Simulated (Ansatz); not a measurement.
Geometry relaxation, with input and output: C₃H₉NSi (part 2 of 2)

C₃H₉NSi; RKS PBE-D4/def2-SVP (Ansatz 0.2.0). The geometry: force-field start.

Geometry of the input (Å):
```
C  -2.0597  0.2408  0.7486
Si -0.4623  0.8712  1.3173
N  0.7657  0.2866  0.2721
C  1.2503  -1.1255  0.2861
C  0.9665  0.8017  -1.0957
H  -2.3200  0.6486  -0.2808
H  -2.1363  -0.8052  0.7372
H  -2.8696  0.6721  1.3791
H  1.2596  -1.5067  1.3549
H  2.1630  -1.2860  -0.1451
H  0.4339  -1.7470  -0.2301
H  1.9775  0.5808  -1.4598
H  0.1615  0.4251  -1.7758
H  0.8569  1.9143  -1.0791
```

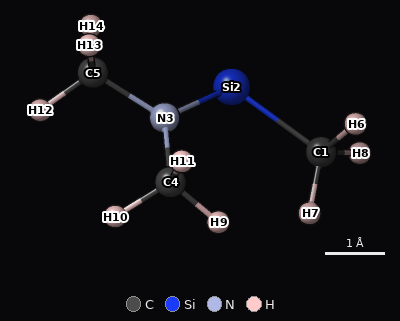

The geometry at step 13 of the log (ball-and-stick view, seen at a tilt; atoms are numbered from 1 in the order of the input).

## Trajectory as extended XYZ, continued
```
14
Properties=species:S:1:pos:R:3:forces:R:3 step=6 energy=-12607.86710
C    -2.0076    0.1721    0.8429    0.7099  -0.1886   0.1965
Si   -0.3676    1.1701    1.2370   -0.2459   0.2754  -0.3900
N     0.8522    0.3329    0.2011   -0.5320  -0.2260   0.3239
C     1.0058   -1.1036    0.3029    0.2157  -0.3963  -0.0948
C     1.0375    0.8702   -1.1259    0.1691   0.2158  -0.2750
H    -2.2542    0.5161   -0.1871    0.0117   0.0922  -0.1190
H    -1.9009   -0.9278    0.7795   -0.0445  -0.1496  -0.0043
H    -2.8623    0.4180    1.4886   -0.1888   0.1000   0.2325
H     0.8949   -1.4636    1.3542   -0.0645   0.1973  -0.1196
H     2.0444   -1.4117    0.0038   -0.2338   0.1057   0.0005
H     0.2948   -1.7084   -0.3234    0.0702   0.1326  -0.0246
H     2.0619    0.6766   -1.5263   -0.0221  -0.0382   0.0425
H     0.3043    0.4520   -1.8698    0.1202  -0.0007   0.0547
H     0.8837    1.9778   -1.1486    0.0349  -0.1195   0.1767
14
Properties=species:S:1:pos:R:3:forces:R:3 step=7 energy=-12608.02597
C    -2.0030    0.1029    0.9111    0.8957   0.1757   0.0535
Si   -0.4257    1.2938    1.1046   -0.3297  -0.2302  -0.5135
N     0.8165    0.3686    0.1740   -0.7457  -0.1160   0.2424
C     0.9257   -1.0759    0.2736    0.2720  -0.5198   0.0019
C     1.1263    0.8937   -1.1422    0.1574   0.2666  -0.3049
H    -2.3122    0.3820   -0.1284    0.0186   0.0226   0.0343
H    -1.8529   -0.9928    0.9110    0.0273  -0.1068   0.0338
H    -2.8354    0.3588    1.5767   -0.2840   0.1146   0.2838
H     0.7598   -1.4573    1.3136   -0.0886   0.3416  -0.2381
H     1.9709   -1.4078    0.0238   -0.2671   0.1367  -0.0567
H     0.2293   -1.6545   -0.3960    0.1508   0.2097   0.0229
H     2.1670    0.6557   -1.4772   -0.1053  -0.0392   0.0898
H     0.4162    0.4964   -1.9204    0.2398  -0.0237   0.0794
H     1.0044    2.0072   -1.1953    0.0589  -0.2318   0.2711
14
Properties=species:S:1:pos:R:3:forces:R:3 step=8 energy=-12608.23735
C    -2.0052    0.0606    0.9865    0.4286   0.4178  -0.1173
Si   -0.5172    1.3685    0.9482   -0.3025  -0.5849  -0.3900
N     0.7200    0.3727    0.1197   -0.3018   0.2100  -0.4277
C     0.8697   -1.0686    0.2278   -0.1375  -0.3167   0.1361
C     1.2044    0.9086   -1.1612    0.1315   0.0610   0.0673
H    -2.3909    0.2601   -0.0617    0.1106  -0.1142   0.4171
H    -1.8223   -1.0321    1.0685    0.0559   0.0959   0.0156
H    -2.8108    0.3557    1.6839   -0.0960  -0.0005   0.0725
H     0.6535   -1.4381    1.2613   -0.0486   0.2406  -0.2761
H     1.9232   -1.3687    0.0179   -0.0452   0.0609  -0.0723
H     0.2099   -1.6479   -0.4749    0.1663   0.1403   0.0557
H     2.2764    0.6424   -1.3764   -0.3330   0.0098   0.1204
H     0.5666    0.5346   -2.0128    0.3367  -0.0037   0.1898
H     1.1099    2.0230   -1.1979    0.0351  -0.2163   0.2089
14
Properties=species:S:1:pos:R:3:forces:R:3 step=9 energy=-12608.42344
C    -2.0094    0.0457    1.0634    0.2012   0.3400  -0.2590
Si   -0.6030    1.3934    0.7894   -0.3467  -0.4623  -0.0867
N     0.6265    0.3683    0.0336    0.1440   0.2457  -0.6981
C     0.8142   -1.0661    0.1774   -0.1483  -0.1570   0.1081
C     1.2713    0.9222   -1.1768    0.0184  -0.2132   0.1568
H    -2.4639    0.1560    0.0281    0.0933  -0.1432   0.4468
H    -1.7734   -1.0327    1.2069    0.0316   0.1711   0.0027
H    -2.7950    0.3554    1.7825    0.0347  -0.0002   0.0175
H     0.5426   -1.4025    1.2044   -0.0225   0.0787  -0.2202
H     1.8841   -1.3380    0.0242   -0.0427   0.0500  -0.0257
H     0.2097   -1.6664   -0.5512    0.1085   0.0767   0.0504
H     2.3604    0.6452   -1.2669   -0.4118   0.0468   0.1233
H     0.7378    0.5574   -2.1031    0.3340   0.0777   0.2981
H     1.1853    2.0328   -1.1831    0.0066  -0.1106   0.0858
14
Properties=species:S:1:pos:R:3:forces:R:3 step=11 energy=-12608.67825
C    -2.0234    0.0507    1.1584    0.0250   0.0721  -0.0661
Si   -0.7502    1.3797    0.5493   -0.1931  -0.0453  -0.0300
N     0.4983    0.3564   -0.1459    0.1121   0.0217  -0.2584
C     0.7229   -1.0701    0.0496    0.0679  -0.0259  -0.0113
C     1.3655    0.9416   -1.1730    0.0806  -0.1632  -0.0214
H    -2.6570   -0.0874    0.2398    0.0860  -0.0341   0.2201
H    -1.6694   -0.9549    1.4719    0.0015   0.0531  -0.0230
H    -2.6967    0.4503    1.9460    0.0327   0.0199  -0.0360
H     0.3164   -1.4096    1.0226   -0.0643   0.0218  -0.0806
H     1.8163   -1.2878    0.0651   -0.0585   0.0140  -0.0401
H     0.2692   -1.7006   -0.7539    0.0475   0.0757   0.0202
H     2.4464    0.7192   -0.9861   -0.1599   0.0441   0.0268
H     1.1173    0.5397   -2.1898    0.0671   0.0103   0.1806
H     1.2314    2.0434   -1.2251   -0.0446  -0.0642   0.1192
14
Properties=species:S:1:pos:R:3:forces:R:3 step=12 energy=-12608.74463
C    -2.0175    0.0621    1.2071   -0.0639   0.0711  -0.1955
Si   -0.8453    1.3607    0.3744   -0.0243  -0.1627   0.1199
N     0.4597    0.3383   -0.2187    0.0243   0.0253  -0.1163
C     0.6964   -1.0843   -0.0188   -0.0195   0.0041   0.0571
C     1.4031    0.9444   -1.1566   -0.1225   0.0278  -0.0576
H    -2.7228   -0.2118    0.3789    0.0408   0.0090   0.1640
H    -1.6111   -0.8896    1.6076    0.0691   0.0298   0.0191
H    -2.6358    0.5405    1.9957    0.0123   0.0137  -0.0355
H     0.1737   -1.4447    0.8895    0.0319  -0.0148  -0.0909
H     1.7858   -1.2805    0.1093   -0.0488  -0.0076   0.0229
H     0.3514   -1.7038   -0.8821    0.0296   0.0730   0.0138
H     2.4633    0.7689   -0.8603   -0.0490   0.0114   0.0472
H     1.2682    0.5314   -2.1849    0.0714  -0.0114   0.0390
H     1.2181    2.0391   -1.2121    0.0486  -0.0687   0.0127
14
Properties=species:S:1:pos:R:3:forces:R:3 step=13 energy=-12608.77426
C    -2.0127    0.0716    1.2364    0.0330  -0.1265  -0.0334
Si   -0.8476    1.3510    0.3803   -0.0609   0.1224  -0.0708
N     0.4338    0.3339   -0.2644    0.0029  -0.0846   0.0080
C     0.6619   -1.0900   -0.0716   -0.0070  -0.0383  -0.0626
C     1.4123    0.9480   -1.1576    0.0064  -0.0051   0.0706
H    -2.6882   -0.3522    0.4501    0.1116   0.0390   0.1126
H    -1.5272   -0.7853    1.7562   -0.0710   0.0602  -0.0150
H    -2.6684    0.5938    1.9650    0.0304  -0.0019  -0.0213
H     0.0513   -1.4810    0.7638    0.0063  -0.0069  -0.0409
H     1.7335   -1.2945    0.1603   -0.0476   0.0277  -0.0023
H     0.4069   -1.6787   -0.9853    0.0381   0.0219   0.0170
H     2.4523    0.8129   -0.7776   -0.0332   0.0090  -0.0068
H     1.3736    0.5074   -2.1818   -0.0214  -0.0188   0.0461
H     1.2055    2.0340   -1.2449    0.0124   0.0020  -0.0012
14
Properties=species:S:1:pos:R:3:forces:R:3 step=14 energy=-12608.79249
C    -1.9796    0.0764    1.2654    0.0345  -0.1586   0.1223
Si   -0.8870    1.3578    0.3189    0.0289  -0.0616   0.0041
N     0.4030    0.3309   -0.2954   -0.0122   0.0179  -0.0292
C     0.6177   -1.0970   -0.1229   -0.0201  -0.1067   0.0078
C     1.4192    0.9501   -1.1410   -0.0226  -0.0306   0.0352
H    -2.6058   -0.4902    0.5324    0.0655   0.0559   0.0975
H    -1.4381   -0.6762    1.8959   -0.1433   0.2285  -0.1559
H    -2.6794    0.6367    1.9239    0.0192  -0.0836  -0.0379
H    -0.0777   -1.5224    0.6318    0.1080   0.0717  -0.1463
H     1.6639   -1.3011    0.2138   -0.1104  -0.0047  -0.0327
H     0.4667   -1.6524   -1.0841    0.0473   0.0740   0.1359
H     2.4370    0.8326   -0.7024    0.0033   0.0043  -0.0058
H     1.4416    0.4927   -2.1576   -0.0117   0.0039   0.0126
H     1.2056    2.0330   -1.2499    0.0136  -0.0104  -0.0075
14
Properties=species:S:1:pos:R:3:forces:R:3 step=15 energy=-12608.79968
C    -1.9743    0.0850    1.2951   -0.0814  -0.1742  -0.0975
Si   -0.9003    1.3491    0.3017    0.0468   0.0129   0.0290
N     0.3923    0.3259   -0.3139   -0.0086   0.0233  -0.0151
C     0.6030   -1.1039   -0.1576    0.0177   0.0020   0.0281
C     1.4254    0.9501   -1.1355   -0.0242  -0.0650   0.0230
H    -2.5447   -0.5729    0.5874    0.1114   0.1339   0.1799
H    -1.4155   -0.5815    1.9943   -0.0499   0.0958  -0.0842
H    -2.7247    0.6514    1.8901    0.0477  -0.0713  -0.0525
H    -0.1303   -1.5447    0.5430    0.0071   0.0113  -0.0177
H     1.6280   -1.3125    0.2315   -0.0534  -0.0217  -0.0120
H     0.5094   -1.6347   -1.1346    0.0263   0.0055   0.0246
H     2.4354    0.8320   -0.6760   -0.0366   0.0023  -0.0171
H     1.4688    0.4956   -2.1532   -0.0072   0.0137   0.0238
H     1.2144    2.0321   -1.2435    0.0043   0.0316  -0.0122
14
Properties=species:S:1:pos:R:3:forces:R:3 step=17 energy=-12608.80722
C    -1.9564    0.0849    1.2943    0.0024  -0.0125  -0.0130
Si   -0.8801    1.3692    0.3315   -0.0095   0.0118   0.0000
N     0.3858    0.3347   -0.3154   -0.0607  -0.1106   0.0700
C     0.5798   -1.1005   -0.1643   -0.0042   0.0576  -0.0136
C     1.4187    0.9475   -1.1358    0.0685   0.0338  -0.0524
H    -2.4439   -0.6427    0.6068    0.0125   0.0026   0.0082
H    -1.3804   -0.4981    2.0457    0.0002  -0.0054   0.0120
H    -2.7659    0.6173    1.8343   -0.0038   0.0070  -0.0021
H    -0.1948   -1.5461    0.4853   -0.0030   0.0076  -0.0060
H     1.5775   -1.3254    0.2798   -0.0095   0.0050  -0.0005
H     0.5431   -1.6168   -1.1519    0.0021   0.0019   0.0031
H     2.4309    0.8040   -0.6916    0.0044  -0.0012  -0.0018
H     1.4417    0.5067   -2.1593    0.0017  -0.0004  -0.0056
H     1.2311    2.0361   -1.2304   -0.0011   0.0027   0.0017
14
Properties=species:S:1:pos:R:3:forces:R:3 step=18 energy=-12608.80812
C    -1.9498    0.0839    1.2997   -0.0007  -0.0415   0.0308
Si   -0.8767    1.3725    0.3386   -0.0049   0.0066  -0.0010
N     0.3829    0.3359   -0.3167   -0.0230  -0.0512   0.0229
C     0.5700   -1.0994   -0.1715    0.0006   0.0124  -0.0048
C     1.4197    0.9470   -1.1365    0.0436   0.0280  -0.0368
H    -2.3999   -0.6773    0.6217    0.0185   0.0276   0.0330
H    -1.3741   -0.4616    2.0828   -0.0416   0.0316  -0.0426
H    -2.7859    0.6101    1.8068    0.0223  -0.0176  -0.0143
H    -0.2211   -1.5470    0.4574    0.0174   0.0074  -0.0155
H     1.5571   -1.3294    0.2943   -0.0176  -0.0026  -0.0077
H     0.5551   -1.6084   -1.1640    0.0007   0.0057   0.0207
H     2.4325    0.7945   -0.6961   -0.0089  -0.0031   0.0020
H     1.4378    0.5124   -2.1632   -0.0038  -0.0001   0.0089
H     1.2393    2.0376   -1.2244   -0.0026  -0.0033   0.0044
14
Properties=species:S:1:pos:R:3:forces:R:3 step=19 energy=-12608.80847
C    -1.9478    0.0845    1.3037   -0.0057  -0.0115   0.0090
Si   -0.8753    1.3723    0.3406    0.0024   0.0038   0.0036
N     0.3825    0.3351   -0.3176   -0.0072  -0.0152   0.0052
C     0.5676   -1.1000   -0.1766   -0.0003  -0.0001   0.0011
C     1.4207    0.9477   -1.1366    0.0099   0.0143  -0.0159
H    -2.3775   -0.6931    0.6333    0.0012   0.0029   0.0080
H    -1.3790   -0.4401    2.1040   -0.0084   0.0125  -0.0152
H    -2.7976    0.6075    1.7896    0.0098  -0.0047  -0.0043
H    -0.2271   -1.5492    0.4461    0.0071   0.0033  -0.0054
H     1.5511   -1.3336    0.2940   -0.0050  -0.0015  -0.0025
H     0.5577   -1.6063   -1.1702    0.0000   0.0039   0.0072
H     2.4331    0.7894   -0.6979   -0.0023  -0.0009   0.0038
H     1.4354    0.5173   -2.1648   -0.0006  -0.0007   0.0017
H     1.2431    2.0392   -1.2187   -0.0009  -0.0062   0.0035
```

## Key numbers

```tsv
quantity	value
outcome	converged
total energy	−12608.8085 eV
mean-field energy	−12608.4977 eV
dispersion energy	−0.3108 eV
SCF solution under orbital rotations	stable
largest force (length of the vector) at the end	0.024 eV/Å
dipole moment	2.24 D
hardware	4 threads of Arm Neoverse V2, 23 GiB of memory available, shared host
wall time	25 s (CPU time 88 s)
peak memory	0.16 GiB
```
